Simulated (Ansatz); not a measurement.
# F₃H₃SSi (built from SMILES F[Si](F)(F)S.[H][H]): search for a transition state, part 2 of 2

Ansatz 0.2.0, Gaussian basis; PBE0-D4.

## Step 8: Relaxing after a step of 0.30 Å the other way along the mode

File downb/in.yaml:

```yaml
crystal:
  periodic: [false, false, false]
  atoms:
    - {symbol: Si, position_ang: [-0.140498, 0.154870, -0.607607]}
    - {symbol: S, position_ang: [1.001244, -1.237144, 0.773780]}
    - {symbol: F, position_ang: [0.863271, 0.061271, -1.802901]}
    - {symbol: F, position_ang: [-0.149772, 1.741051, -0.374919]}
    - {symbol: F, position_ang: [-1.475736, -0.403629, -1.277295]}
    - {symbol: H, position_ang: [-0.605748, -0.308990, 1.117371]}
    - {symbol: H, position_ang: [-1.132726, 0.163506, 0.884670]}
    - {symbol: H, position_ang: [1.639864, -0.170934, 1.286800]}
basis:
  gaussian: {orbitals: def2-TZVP}
hamiltonian: {xc: pbe0, dispersion: d4}
relax: {f_tol: 0.005, max_steps: 200}
```

Started as:

```console
$ ansatz run in.yaml --threads 4 --pin off --events-out ev --progress --plain --max-ram 9574MiB
```

Log:

```text
Functional definition: PBE0
  name "PBE0"
  cite "Adamo & Barone, J. Chem. Phys. 110, 6158 (1999) doi:10.1063/1.478522"
  cite "Perdew, Burke & Ernzerhof, Phys. Rev. Lett. 77, 3865 (1996) doi:10.1103/PhysRevLett.77.3865"
  parent pbe
  parameter a = 0.25
  parameter kappa = 0.804
  parameter beta = 0.06672455060314922
  exchange = (1 - a)*pbe_x(kappa = kappa, mu = beta*pi^2/3) + a*exact_x
  correlation = pbe_c(beta = beta)
1139 factors; their error is unknown
mean field evaluation 1: about -26902.3352 eV, gradient 5.1e1 eV
mean field evaluation 2: about -26898.6808 eV, gradient 7.5e1 eV
mean field evaluation 4: about -26905.8779 eV, gradient 1.2e0 eV
mean field evaluation 8: about -26905.8817 eV, gradient 1.9e-2 eV
mean field evaluation 16: about -26905.9672 eV, gradient 1.8e-4 eV
mean field -26905.96719069 eV, -988.7760567382 hartree, gradient 2.6e-5 eV, S^2 0.000000; 0 other end points of the search recorded, 0 dependent functions left out
the calculation of the forces begins
reference -26905.96721520 eV, -988.7760576390 hartree; 30, 30 occupied and 155, 155 virtual orbitals, 1139 factors
relax step   1: F+E_penalty+E_count = -26906.11423329 eV  Δ(F+E_penalty+E_count) = +0.000e0 eV  max|allowed force component| = 2.240e0 eV/Å  Δτ_max = 0.0000 Å  (28 SCF iters, accepted)
these checks for a lower state are left out or cut short: starts, cluster_reference, orbital_swaps, neighbouring_geometries, increment
1139 factors; their error is unknown
mean field -26906.66962092 eV, -988.8018705729 hartree, gradient 1.1e-5 eV, S^2 0.000000; 0 other end points of the search recorded, 0 dependent functions left out
the calculation of the forces begins
reference -26906.66964556 eV, -988.8018714786 hartree; 30, 30 occupied and 155, 155 virtual orbitals, 1139 factors
relax step   2: F+E_penalty+E_count = -26906.81794997 eV  Δ(F+E_penalty+E_count) = -7.037e-1 eV  max|allowed force component| = 1.186e0 eV/Å  Δτ_max = 0.1962 Å  (34 SCF iters, accepted)
these checks for a lower state are left out or cut short: starts, cluster_reference, orbital_swaps, neighbouring_geometries, increment
1139 factors; their error is unknown
mean field evaluation 32: about -26907.1458 eV, gradient 7.6e-4 eV
mean field -26907.14580176 eV, -988.8193698963 hartree, gradient 9.4e-6 eV, S^2 0.000000; 0 other end points of the search recorded, 0 dependent functions left out
the calculation of the forces begins
reference -26907.14582663 eV, -988.8193708100 hartree; 30, 30 occupied and 155, 155 virtual orbitals, 1139 factors
relax step   3: F+E_penalty+E_count = -26907.30488246 eV  Δ(F+E_penalty+E_count) = -4.869e-1 eV  max|allowed force component| = 1.169e0 eV/Å  Δτ_max = 0.1952 Å  (35 SCF iters, accepted)
[... from here on, the SCF cycles and remarks between the steps are left out ...]
relax step   4: F+E_penalty+E_count = -26907.60917801 eV  Δ(F+E_penalty+E_count) = -3.043e-1 eV  max|allowed force component| = 9.548e-1 eV/Å  Δτ_max = 0.1950 Å  (30 SCF iters, accepted)
relax step   5: F+E_penalty+E_count = -26907.76146851 eV  Δ(F+E_penalty+E_count) = -1.523e-1 eV  max|allowed force component| = 6.481e-1 eV/Å  Δτ_max = 0.1968 Å  (29 SCF iters, accepted)
relax step   6: F+E_penalty+E_count = -26907.82767872 eV  Δ(F+E_penalty+E_count) = -6.621e-2 eV  max|allowed force component| = 4.053e-1 eV/Å  Δτ_max = 0.2000 Å  (30 SCF iters, accepted)
relax step   7: F+E_penalty+E_count = -26907.85560033 eV  Δ(F+E_penalty+E_count) = -2.792e-2 eV  max|allowed force component| = 1.680e-1 eV/Å  Δτ_max = 0.2000 Å  (29 SCF iters, accepted)
relax step   8: F+E_penalty+E_count = -26907.86240131 eV  Δ(F+E_penalty+E_count) = -6.801e-3 eV  max|allowed force component| = 8.948e-2 eV/Å  Δτ_max = 0.1194 Å  (30 SCF iters, accepted)
relax step   9: F+E_penalty+E_count = -26907.86503770 eV  Δ(F+E_penalty+E_count) = -2.636e-3 eV  max|allowed force component| = 7.294e-2 eV/Å  Δτ_max = 0.1035 Å  (30 SCF iters, accepted)
relax step  10: F+E_penalty+E_count = -26907.86726314 eV  Δ(F+E_penalty+E_count) = -2.225e-3 eV  max|allowed force component| = 8.801e-2 eV/Å  Δτ_max = 0.1116 Å  (29 SCF iters, accepted)
relax step  11: F+E_penalty+E_count = -26907.86868822 eV  Δ(F+E_penalty+E_count) = -1.425e-3 eV  max|allowed force component| = 2.261e-1 eV/Å  Δτ_max = 0.1006 Å  (29 SCF iters, accepted)
relax step  12: F+E_penalty+E_count = -26907.87196088 eV  Δ(F+E_penalty+E_count) = -3.273e-3 eV  max|allowed force component| = 1.717e-1 eV/Å  Δτ_max = 0.0536 Å  (29 SCF iters, accepted)
relax step  13: F+E_penalty+E_count = -26907.86903935 eV  Δ(F+E_penalty+E_count) = +2.922e-3 eV  max|allowed force component| = 2.432e-1 eV/Å  Δτ_max = 0.2000 Å  (35 SCF iters, rejected (line search))
relax step  14: F+E_penalty+E_count = -26907.87748341 eV  Δ(F+E_penalty+E_count) = -5.523e-3 eV  max|allowed force component| = 1.606e-1 eV/Å  Δτ_max = 0.0976 Å  (29 SCF iters, accepted)
relax step  15: F+E_penalty+E_count = -26907.87855165 eV  Δ(F+E_penalty+E_count) = -1.068e-3 eV  max|allowed force component| = 1.226e-1 eV/Å  Δτ_max = 0.0515 Å  (28 SCF iters, accepted)
relax step  16: F+E_penalty+E_count = -26907.87963387 eV  Δ(F+E_penalty+E_count) = -1.082e-3 eV  max|allowed force component| = 1.173e-1 eV/Å  Δτ_max = 0.1016 Å  (29 SCF iters, accepted)
relax step  17: F+E_penalty+E_count = -26907.88027217 eV  Δ(F+E_penalty+E_count) = -6.383e-4 eV  max|allowed force component| = 2.979e-1 eV/Å  Δτ_max = 0.0644 Å  (29 SCF iters, accepted)
relax step  18: F+E_penalty+E_count = -26907.88235201 eV  Δ(F+E_penalty+E_count) = -2.080e-3 eV  max|allowed force component| = 1.446e-1 eV/Å  Δτ_max = 0.0307 Å  (30 SCF iters, accepted)
relax step  19: F+E_penalty+E_count = -26907.88366484 eV  Δ(F+E_penalty+E_count) = -1.313e-3 eV  max|allowed force component| = 3.938e-3 eV/Å  Δτ_max = 0.0395 Å  (31 SCF iters, accepted)
relax step  20: F+E_penalty+E_count = -26907.88372160 eV  Δ(F+E_penalty+E_count) = -5.676e-5 eV  max|allowed force component| = 9.502e-2 eV/Å  Δτ_max = 0.0421 Å  (30 SCF iters, accepted)
relax step  21: F+E_penalty+E_count = -26907.88407986 eV  Δ(F+E_penalty+E_count) = -3.583e-4 eV  max|allowed force component| = 2.653e-2 eV/Å  Δτ_max = 0.0103 Å  (31 SCF iters, accepted)
relax step  22: F+E_penalty+E_count = -26907.88441047 eV  Δ(F+E_penalty+E_count) = -3.306e-4 eV  max|allowed force component| = 1.081e-2 eV/Å  Δτ_max = 0.0384 Å  (30 SCF iters, accepted)
relax step  23: F+E_penalty+E_count = -26907.87455150 eV  Δ(F+E_penalty+E_count) = +9.859e-3 eV  max|allowed force component| = 6.085e-1 eV/Å  Δτ_max = 0.1969 Å  (28 SCF iters, rejected (line search))
relax step  24: F+E_penalty+E_count = -26907.88458355 eV  Δ(F+E_penalty+E_count) = -1.731e-4 eV  max|allowed force component| = 1.182e-2 eV/Å  Δτ_max = 0.0421 Å  (30 SCF iters, accepted)
relax step  25: F+E_penalty+E_count = -26907.88378326 eV  Δ(F+E_penalty+E_count) = +8.003e-4 eV  max|allowed force component| = 1.964e-1 eV/Å  Δτ_max = 0.0983 Å  (29 SCF iters, rejected (line search))
relax step  26: F+E_penalty+E_count = -26907.88448996 eV  Δ(F+E_penalty+E_count) = +9.360e-5 eV  max|allowed force component| = 5.662e-2 eV/Å  Δτ_max = 0.0027 Å  (24 SCF iters, rejected (line search))
relax step  27: F+E_penalty+E_count = -26907.88460583 eV  Δ(F+E_penalty+E_count) = -2.228e-5 eV  max|allowed force component| = 5.307e-3 eV/Å  Δτ_max = 0.0013 Å  (20 SCF iters, accepted)
relax step  28: F+E_penalty+E_count = -26907.88490983 eV  Δ(F+E_penalty+E_count) = -3.040e-4 eV  max|allowed force component| = 3.348e-3 eV/Å  Δτ_max = 0.0355 Å  (30 SCF iters, accepted)
relax step  29: F+E_penalty+E_count = -26907.88447931 eV  Δ(F+E_penalty+E_count) = +4.305e-4 eV  max|allowed force component| = 1.977e-1 eV/Å  Δτ_max = 0.0733 Å  (29 SCF iters, rejected (line search))
relax step  30: F+E_penalty+E_count = -26907.88519177 eV  Δ(F+E_penalty+E_count) = -2.819e-4 eV  max|allowed force component| = 2.829e-2 eV/Å  Δτ_max = 0.0356 Å  (30 SCF iters, accepted)
relax step  31: F+E_penalty+E_count = -26907.88537494 eV  Δ(F+E_penalty+E_count) = -1.832e-4 eV  max|allowed force component| = 6.814e-2 eV/Å  Δτ_max = 0.0368 Å  (30 SCF iters, accepted)
relax step  32: F+E_penalty+E_count = -26907.88554897 eV  Δ(F+E_penalty+E_count) = -1.740e-4 eV  max|allowed force component| = 5.943e-2 eV/Å  Δτ_max = 0.0207 Å  (30 SCF iters, accepted)
relax step  33: F+E_penalty+E_count = -26907.88581070 eV  Δ(F+E_penalty+E_count) = -2.617e-4 eV  max|allowed force component| = 4.983e-2 eV/Å  Δτ_max = 0.0392 Å  (30 SCF iters, accepted)
relax step  34: F+E_penalty+E_count = -26907.88586409 eV  Δ(F+E_penalty+E_count) = -5.339e-5 eV  max|allowed force component| = 9.781e-2 eV/Å  Δτ_max = 0.0453 Å  (30 SCF iters, accepted)
relax step  35: F+E_penalty+E_count = -26907.88611987 eV  Δ(F+E_penalty+E_count) = -2.558e-4 eV  max|allowed force component| = 5.237e-2 eV/Å  Δτ_max = 0.0155 Å  (31 SCF iters, accepted)
relax step  36: F+E_penalty+E_count = -26907.88628414 eV  Δ(F+E_penalty+E_count) = -1.643e-4 eV  max|allowed force component| = 1.087e-2 eV/Å  Δτ_max = 0.0152 Å  (32 SCF iters, accepted)
relax step  37: F+E_penalty+E_count = -26907.88639984 eV  Δ(F+E_penalty+E_count) = -1.157e-4 eV  max|allowed force component| = 2.757e-2 eV/Å  Δτ_max = 0.0235 Å  (30 SCF iters, accepted)
relax step  38: F+E_penalty+E_count = -26907.88629869 eV  Δ(F+E_penalty+E_count) = +1.012e-4 eV  max|allowed force component| = 1.179e-1 eV/Å  Δτ_max = 0.0406 Å  (30 SCF iters, rejected (line search))
relax step  39: F+E_penalty+E_count = -26907.88646286 eV  Δ(F+E_penalty+E_count) = -6.302e-5 eV  max|allowed force component| = 1.260e-2 eV/Å  Δτ_max = 0.0104 Å  (23 SCF iters, accepted)
relax step  40: F+E_penalty+E_count = -26907.88652507 eV  Δ(F+E_penalty+E_count) = -6.221e-5 eV  max|allowed force component| = 7.737e-2 eV/Å  Δτ_max = 0.0412 Å  (30 SCF iters, accepted)
relax step  41: F+E_penalty+E_count = -26907.88666418 eV  Δ(F+E_penalty+E_count) = -1.391e-4 eV  max|allowed force component| = 2.713e-2 eV/Å  Δτ_max = 0.0037 Å  (22 SCF iters, accepted)
relax step  42: F+E_penalty+E_count = -26907.88675124 eV  Δ(F+E_penalty+E_count) = -8.706e-5 eV  max|allowed force component| = 1.672e-2 eV/Å  Δτ_max = 0.0188 Å  (31 SCF iters, accepted)
relax step  43: F+E_penalty+E_count = -26907.88664052 eV  Δ(F+E_penalty+E_count) = +1.107e-4 eV  max|allowed force component| = 9.672e-2 eV/Å  Δτ_max = 0.0441 Å  (30 SCF iters, rejected (line search))
relax step  44: F+E_penalty+E_count = -26907.88677507 eV  Δ(F+E_penalty+E_count) = -2.383e-5 eV  max|allowed force component| = 9.762e-3 eV/Å  Δτ_max = 0.0069 Å  (22 SCF iters, accepted)
relax step  45: F+E_penalty+E_count = -26907.88670632 eV  Δ(F+E_penalty+E_count) = +6.874e-5 eV  max|allowed force component| = 8.510e-2 eV/Å  Δτ_max = 0.0448 Å  (30 SCF iters, rejected (line search))
relax step  46: F+E_penalty+E_count = -26907.88680676 eV  Δ(F+E_penalty+E_count) = -3.169e-5 eV  max|allowed force component| = 4.255e-3 eV/Å  Δτ_max = 0.0112 Å  (23 SCF iters, accepted)
relax step  47: F+E_penalty+E_count = -26907.88660443 eV  Δ(F+E_penalty+E_count) = +2.023e-4 eV  max|allowed force component| = 1.070e-1 eV/Å  Δτ_max = 0.0491 Å  (30 SCF iters, rejected (line search))
relax step  48: F+E_penalty+E_count = -26907.88687763 eV  Δ(F+E_penalty+E_count) = -7.088e-5 eV  max|allowed force component| = 1.324e-2 eV/Å  Δτ_max = 0.0239 Å  (30 SCF iters, accepted)
relax step  49: F+E_penalty+E_count = -26907.88687510 eV  Δ(F+E_penalty+E_count) = +2.532e-6 eV  max|allowed force component| = 3.901e-2 eV/Å  Δτ_max = 0.0188 Å  (31 SCF iters, rejected (line search))
relax step  50: F+E_penalty+E_count = -26907.88690047 eV  Δ(F+E_penalty+E_count) = -2.284e-5 eV  max|allowed force component| = 7.150e-3 eV/Å  Δτ_max = 0.0092 Å  (31 SCF iters, accepted)
relax step  51: F+E_penalty+E_count = -26907.88691347 eV  Δ(F+E_penalty+E_count) = -1.300e-5 eV  max|allowed force component| = 1.080e-2 eV/Å  Δτ_max = 0.0122 Å  (31 SCF iters, accepted)
relax step  52: F+E_penalty+E_count = -26907.88691319 eV  Δ(F+E_penalty+E_count) = +2.837e-7 eV  max|allowed force component| = 2.090e-2 eV/Å  Δτ_max = 0.0110 Å  (31 SCF iters, rejected (line search))
relax step  53: F+E_penalty+E_count = -26907.88692401 eV  Δ(F+E_penalty+E_count) = -1.054e-5 eV  max|allowed force component| = 6.171e-3 eV/Å  Δτ_max = 0.0054 Å  (24 SCF iters, accepted)
relax step  54: F+E_penalty+E_count = -26907.88692761 eV  Δ(F+E_penalty+E_count) = -3.601e-6 eV  max|allowed force component| = 5.905e-3 eV/Å  Δτ_max = 0.0060 Å  (22 SCF iters, accepted)
these checks for a lower state are left out or cut short: starts, cluster_reference, orbital_swaps, neighbouring_geometries, increment
1139 factors; their error is unknown
mean field evaluation 384: about -26907.7408 eV, gradient 6.8e-2 eV
mean field -26907.74079135 eV, -988.8412353605 hartree, gradient 5.5e-5 eV, S^2 0.000000; 0 other end points of the search recorded, 0 dependent functions left out
the calculation of the forces begins
reference -26907.74081900 eV, -988.8412363766 hartree; 30, 30 occupied and 155, 155 virtual orbitals, 1139 factors
relax step  55: F+E_penalty+E_count = -26907.88692960 eV  Δ(F+E_penalty+E_count) = -1.992e-6 eV  max|allowed force component| = 3.414e-3 eV/Å  Δτ_max = 0.0042 Å  (20 SCF iters, accepted)
1139 factors; their error is unknown
mean field -26907.74079135 eV, -988.8412353605 hartree, gradient 5.5e-5 eV, S^2 0.000000; 1 other end points of the search recorded, 0 dependent functions left out
the calculation of the forces begins
reference -26907.74081900 eV, -988.8412363766 hartree; 30, 30 occupied and 155, 155 virtual orbitals, 1139 factors
Total energy: -26907.88695725 eV, -988.8466068581 hartree
Atom 0 at     0.314286     0.093407    -0.860616 Å, force     0.000031    -0.000575     0.000566 eV/Å
Atom 1 at     1.221745    -1.119103     0.579126 Å, force     0.000042     0.000348    -0.000422 eV/Å
Atom 2 at     1.141769     0.163944    -2.197558 Å, force     0.000189     0.000071    -0.000171 eV/Å
Atom 3 at     0.126405     1.581996    -0.387001 Å, force    -0.000083     0.000231     0.000028 eV/Å
Atom 4 at    -1.101924    -0.509293    -1.177491 Å, force    -0.000515    -0.000005    -0.000219 eV/Å
Atom 5 at    -1.766497     0.161347     2.013561 Å, force    -0.003414    -0.000589    -0.003191 eV/Å
Atom 6 at    -2.306047     0.048022     1.510116 Å, force     0.003379     0.000653     0.003162 eV/Å
Atom 7 at     2.370163    -0.420318     0.519762 Å, force     0.000370    -0.000133     0.000248 eV/Å
Dipole moment:     0.264009    -0.057416     0.181894 e Å
```

It took 2.3 min on 4 threads of Arm Neoverse V1, shared host.

Step by step: (not every step is listed)

| step | energy from step 1 (eV) | largest force component (eV/Å) |
| --- | --- | --- |
| 1 | 0.0000 | 2.2402 |
| 2 | -0.7037 | 1.1856 |
| 3 | -1.1906 | 1.1691 |
| 4 | -1.4949 | 0.9548 |
| 5 | -1.6472 | 0.6481 |
| 6 | -1.7134 | 0.4053 |
| 7 | -1.7414 | 0.1680 |
| 8 | -1.7482 | 0.0895 |
| 9 | -1.7508 | 0.0729 |
| 13 | -1.7548 | 0.2432 |
| 17 | -1.7660 | 0.2979 |
| 21 | -1.7698 | 0.0265 |
| 25 | -1.7696 | 0.1964 |
| 29 | -1.7702 | 0.1977 |
| 33 | -1.7716 | 0.0498 |
| 37 | -1.7722 | 0.0276 |
| 41 | -1.7724 | 0.0271 |
| 45 | -1.7725 | 0.0851 |
| 49 | -1.7726 | 0.0390 |
| 50 | -1.7727 | 0.0072 |
| 51 | -1.7727 | 0.0108 |
| 52 | -1.7727 | 0.0209 |
| 53 | -1.7727 | 0.0062 |
| 54 | -1.7727 | 0.0059 |
| 55 | -1.7727 | 0.0034 |

Distances of close pairs at the start and the end, largest changes first:

| bond | before (Å) | after (Å) | change (Å) |
| --- | --- | --- | --- |
| Si1–S2 | 2.269 | 2.090 | -0.180 |
| Si1–F4 | 1.603 | 1.573 | -0.030 |
| Si1–F5 | 1.595 | 1.571 | -0.023 |
| Si1–F3 | 1.564 | 1.574 | +0.010 |
| H6–H7 | 0.745 | 0.747 | +0.002 |
| S2–H8 | 1.345 | 1.346 | +0.001 |

## Step 9: The three structures

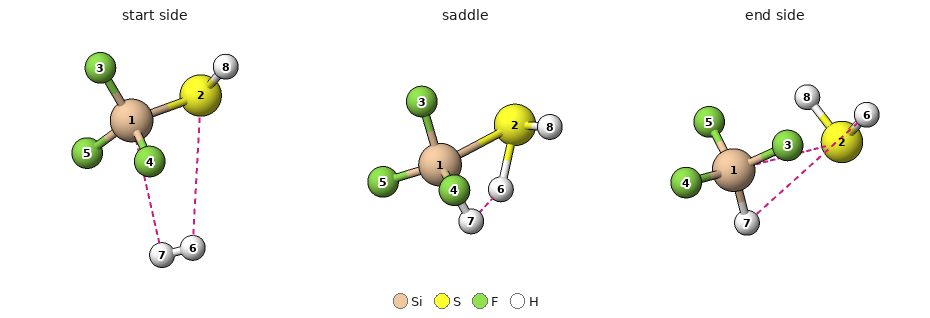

The minimum on the start side, the saddle and the minimum on the end side; broken lines join the pairs that change, where they aren't drawn as bonds.

| pair | start side (Å) | saddle (Å) | end side (Å) |
| --- | --- | --- | --- |
| Si1–H7 | 3.534 | 1.634 | 1.458 |
| S2–H6 | 3.553 | 1.548 | 1.342 |
| Si1–S2 | 2.090 | 2.383 | 3.597 |
| H6–H7 | 0.747 | 1.140 | 3.822 |

## Step 10: Summary of results

This closing draws on all 2 parts.

| quantity | value |
| --- | --- |
| imaginary mode | 1161i cm⁻¹ |
| barrier from the start side | 223.5 kJ/mol |
| barrier from the end side | 195.7 kJ/mol |
| energy of the step | +27.9 kJ/mol |
| pairs that change | Si1–H7 formed, S2–H6 formed, Si1–S2 broken, H6–H7 broken |
| zero-point energy at the saddle | 0.893 eV |

**Reading.** One imaginary mode, 1161i cm⁻¹, makes this a first-order saddle. The two relaxations end on the structures that were planned. At PBE0-D4/def2-TZVP the electronic barrier is 223.5 kJ/mol, about 90 kT at 298 K, and the step runs 27.9 kJ/mol uphill. The barrier is thin enough for tunnelling; the leading (Wigner) term alone is a factor of 2.3 at 298 K. A step off the saddle overshot and began above it in energy, so the link to its end is likely but not proven.
